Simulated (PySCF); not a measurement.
# NMR shielding calculation of C$_{3}$H$_{8}$Si

- system: C$_{3}$H$_{8}$Si
- method: GIAO PBE0/pcSseg-1 NMR shielding, non-relativistic, gas phase (PySCF 2.14.0)

The geometry comes from this level: GFN2-xTB, MD frame at 425 fs, 300 K. It belongs to a series of runs on one base structure; here: MD frame at 425 fs, 300 K. Figures and captions count atoms from 1; the log counts them from 0 in places.

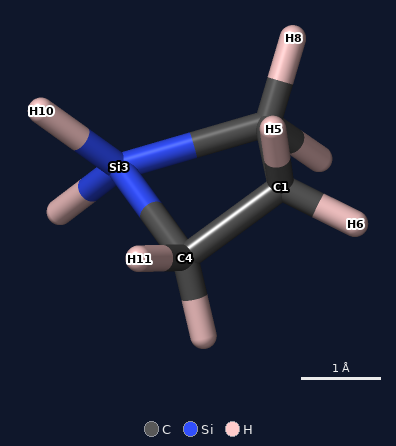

Fig. 1: The structure (stick view, seen at a tilt; atoms are numbered from 1 in the order of the input).

### Key numbers

```csv
quantity,value
outcome,converged
total energy,−408.281791 hartree
HOMO,−7.85 eV
LUMO,0.25 eV
dipole moment,0.46 D
"isotropic shielding, C",160.4 to 182.0 ppm
"isotropic shielding, Si",375.5 ppm
"isotropic shielding, H",26.5 to 31.1 ppm
hardware,"1 CPU thread, shared host"
wall time,7.4 s
peak memory,0.56 GiB
```

### The input
```
{"job": {"kind": "nmr", "xc": "PBE0", "basis": "pcSseg-1", "pop": false}, "charge": 0, "multiplicity": 1}
C     -0.444400    -0.876800    -0.307200
C      0.641700    -0.064100     0.445500
Si    -0.817300     0.545800     1.622300
C     -1.729300    -0.200200     0.138500
H     -0.375700    -1.833400     0.140300
H     -0.249300    -0.906400    -1.335400
H      1.105700     0.699700    -0.261500
H      1.545800    -0.620100     0.832300
H     -1.064200     1.959000     1.999100
H     -1.219200    -0.122700     2.770500
H     -2.528200    -0.875700     0.506100
H     -2.148600     0.398000    -0.614100
```

The first line tells a small driver script what to run in PySCF; the rest is the geometry in Å.

Command:
```bash
OMP_NUM_THREADS=1 python <driver script> task.json out
```

### What the program printed
```
coarse grid: 9848 points
cycle   1  E = -408.2158528766  dE =  2.874e-01  |g| = 3.909e-01  |ddm| = 2.967e+00
cycle   2  E = -408.1855410588  dE =  3.031e-02  |g| = 5.132e-01  |ddm| = 8.348e-01
cycle   3  E = -408.2572514469  dE = -7.171e-02  |g| = 3.206e-02  |ddm| = 5.305e-01
cycle   4  E = -408.2575047341  dE = -2.533e-04  |g| = 1.170e-02  |ddm| = 4.710e-02
cycle   5  E = -408.2575327487  dE = -2.801e-05  |g| = 5.259e-03  |ddm| = 1.439e-02
cycle   6  E = -408.2575397455  dE = -6.997e-06  |g| = 5.183e-04  |ddm| = 4.748e-03
final grid: 88528 points
cycle   7  E = -408.2817788366  dE = -1.845e-05  |g| = 6.732e-03  |ddm| = 1.877e-02
cycle   8  E = -408.2817695907  dE =  9.246e-06  |g| = 8.930e-03  |ddm| = 1.403e-02
cycle   9  E = -408.2817906413  dE = -2.105e-05  |g| = 3.849e-04  |ddm| = 8.283e-03
cycle  10  E = -408.2817906714  dE = -3.006e-08  |g| = 1.465e-04  |ddm| = 5.103e-04
cycle  11  E = -408.2817906765  dE = -5.172e-09  |g| = 3.621e-05  |ddm| = 1.471e-04
cycle  12  E = -408.2817906769  dE = -3.176e-10  |g| = 8.280e-06  |ddm| = 4.159e-05
```

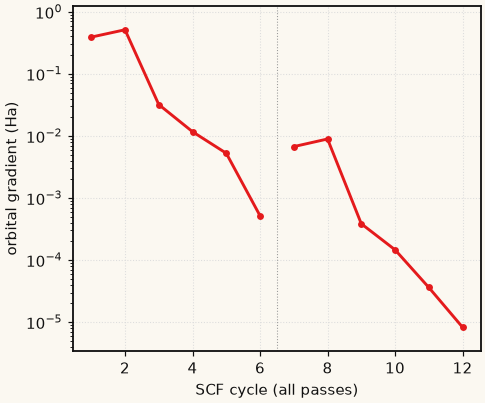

Fig. 2: Convergence of the self-consistent field: orbital gradient against the SCF cycle. The dotted line marks the change from a coarse to the final integration grid. The first 6 cycles use a coarse grid, the final grid takes over at cycle 7, and the field converges after 12 cycles in all.

```
converged SCF energy = -408.2817906769

GIAO shielding tensors (ppm)
atom      isotropic    diamagn.    paramagn.     s11        s22        s33       span
  0 C      168.170     249.302     -81.132    140.967    180.339    183.203     42.236
  1 C      160.381     250.787     -90.406    133.348    161.670    186.125     52.777
  2 Si     375.461     878.507    -503.045    327.570    341.419    457.395    129.825
  3 C      181.961     251.317     -69.356    153.546    185.759    206.578     53.032
  4 H       29.690      31.968      -2.278     25.624     29.278     34.168      8.544
  5 H       30.444      32.062      -1.618     24.884     28.622     37.827     12.943
  6 H       28.560      29.974      -1.414     25.471     26.712     33.497      8.026
  7 H       29.266      29.456      -0.190     25.479     26.527     35.792     10.313
  8 H       26.531      28.174      -1.642     23.788     24.185     31.621      7.834
  9 H       27.507      30.194      -2.687     24.968     25.939     31.613      6.645
 10 H       30.158      29.188       0.970     26.234     27.017     37.224     10.990
 11 H       31.149      31.485      -0.335     27.655     28.662     37.131      9.476
```

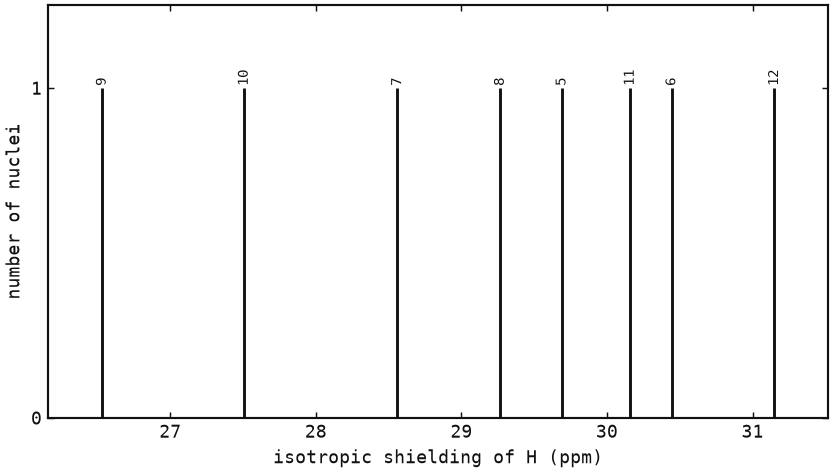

Fig. 3: Isotropic shieldings of the hydrogen nuclei in this fixed geometry, labelled by atom number; shielding grows to the right, so chemical shift grows to the left. The least shielded is H9 (26.5 ppm), the most shielded H12 (31.1 ppm).
